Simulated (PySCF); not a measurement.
**UM06-L/def2-TZVPPD run of SiH (SMILES [SiH])**

Aim: the vertical doublet–quartet gap of SiH at UM06-L/def2-TZVPPD, from 2 runs. 

The calculation is run with PySCF 2.14.0.

2 further runs of the same task are left out: 2 set aside as unsound or not needed.

**1. Starting point**

The species is SiH (2 atoms), meant as a doublet with charge 0. SMILES: `[SiH]`. The shape is that of a PBE0-D4/def2-TZVP optimisation.

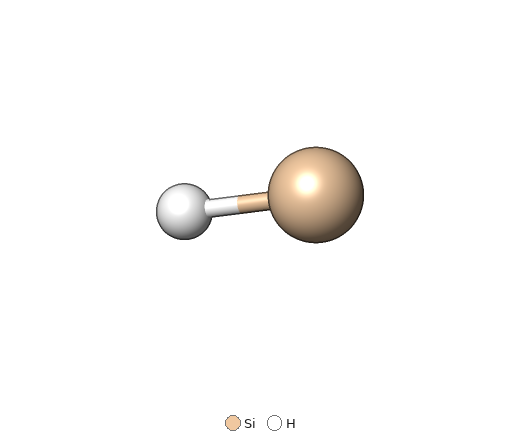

Viewed from a chosen angle; silicon light orange, hydrogen white.

**2. A single-point energy at UM06-L/def2-TZVPPD**

Contents of calc.py:

```python
# HSi
from pyscf import gto, dft

molecule = gto.M(
    atom='''
Si     0.000000     0.000000    -0.007580
H      0.000000     0.000000     1.524140
''',
    charge=0,
    basis='def2-tzvppd',
    max_memory=1860,
    verbose=3,
    spin=1,
)

mf = dft.UKS(molecule)
mf.xc = 'm06-l'
mf.conv_tol = 1e-10
mf.grids.level = 5
mf.kernel()
if not mf.converged:
    mf = mf.newton().run(mf.mo_coeff, mf.mo_occ)

energy = mf.e_tot
print('E = %.10f Eh' % energy)
```

The run is started by

```bash
$ OMP_NUM_THREADS=1 python calc.py
```

What it wrote:

```text
WARN: HOMO -0.135871392178771 >= LUMO -0.13587139217877

converged SCF energy = -289.978200137833  <S^2> = 0.75579114  2S+1 = 2.0057828
E = -289.9782001378 Eh
```

Wall time 9.3 s (1 thread of Arm Neoverse V2, shared host); peak memory 0.35 GiB.

**3. The quartet, same level**

Contents of run.py:

```python
from pyscf import gto, dft

mol = gto.Mole()
mol.atom = [
    ('Si', (0.000000, 0.000000, -0.007580)),
    ('H', (-0.000000, -0.000000, 1.524140)),
]
mol.spin = 3
mol.max_memory = 1860
mol.charge = 0
mol.basis = 'def2-tzvppd'
mol.verbose = 3
mol.build()

mf = dft.UKS(mol, xc='m06-l')
mf.conv_tol = 1e-10
mf.grids.level = 5
mf.kernel()
if not mf.converged:
    mf = mf.newton().run(mf.mo_coeff, mf.mo_occ)

energy = mf.e_tot
print(f'total energy: {energy:.8f} hartree')
```

The run is started by

```bash
$ OMP_NUM_THREADS=1 python run.py
```

What it wrote:

```text
WARN: HOMO -0.135871392178762 >= LUMO -0.263480961544193

WARN: HOMO -0.1925368124644 >= LUMO -0.235364657955223

WARN: HOMO -0.18125927632348 >= LUMO -0.217327666478063

WARN: HOMO -0.181126148334073 >= LUMO -0.21712879419499

WARN: HOMO -0.180602873745081 >= LUMO -0.21357837659871

WARN: HOMO -0.181101154048512 >= LUMO -0.215400176342618

WARN: HOMO -0.181170860212188 >= LUMO -0.215209892821711

WARN: HOMO -0.181122139946787 >= LUMO -0.215233138188289

WARN: HOMO -0.181140303711713 >= LUMO -0.215267722536925

WARN: HOMO -0.181140107018789 >= LUMO -0.215261382631837

WARN: HOMO -0.18113929046379 >= LUMO -0.215260600961129

WARN: HOMO -0.181139404583785 >= LUMO -0.215260658224601

converged SCF energy = -289.915844059468  <S^2> = 3.7537557  2S+1 = 4.0018774
total energy: -289.91584406 hartree
```

Wall time 10 s (1 thread of Arm Neoverse V2, shared host); peak memory 0.35 GiB.

**4. Results**

Level: UM06-L/def2-TZVPPD.

```
                                        quantity          value
                           doublet: total energy  -289.97820 Eh
                          doublet: dipole moment         0.15 D
     doublet: HOMO energy (highest over α and β)       -4.46 eV
      doublet: LUMO energy (lowest over α and β)       -3.73 eV
                                   doublet: ⟨S²⟩          0.756
                           quartet: total energy  -289.91584 Eh
                          quartet: dipole moment         0.01 D
     quartet: HOMO energy (highest over α and β)       -4.93 eV
                                   quartet: ⟨S²⟩          3.754
vertical energy of the quartet above the doublet       1.697 eV
```

In words: At this shape the quartet lies 1.70 eV (164 kJ/mol) above the doublet.
